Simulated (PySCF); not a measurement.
```yaml
atoms:
  - { symbol: Na, position_ang: [0.0000, 0.0000, -2.8240] }
  - { symbol: Sb, position_ang: [0.0000, 0.0000, 0.5370] }
```

Core potentials replace the inner electrons of Sb.

Level of theory: PySCF 2.14.0, PBE0/cc-pVDZ(-PP), non-relativistic Hamiltonian with scalar-relativistic core potentials where named, at a bond length of 3.361 Å.

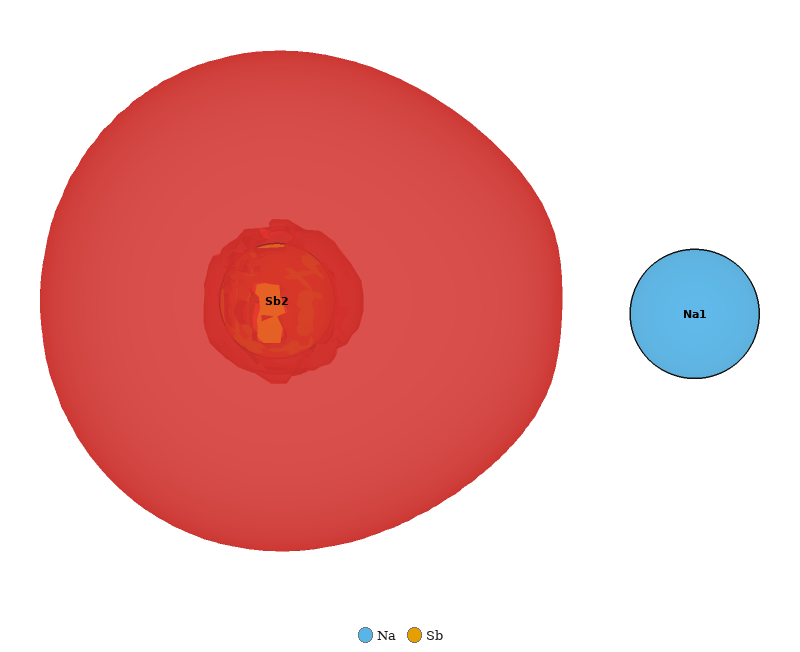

NaSb (charge +1, quartet). Isosurfaces of the spin density at +0.02 (red) and −0.02 e/Å³ (blue), seen from one side.

Question: Which atoms carry the spin?

Answer: The unpaired spin (3 electrons) lies mostly on Sb2 (about 2.8) and Na1 (about 0.2), in electrons by Hirshfeld's partition. Only one sign reaches the isovalue.
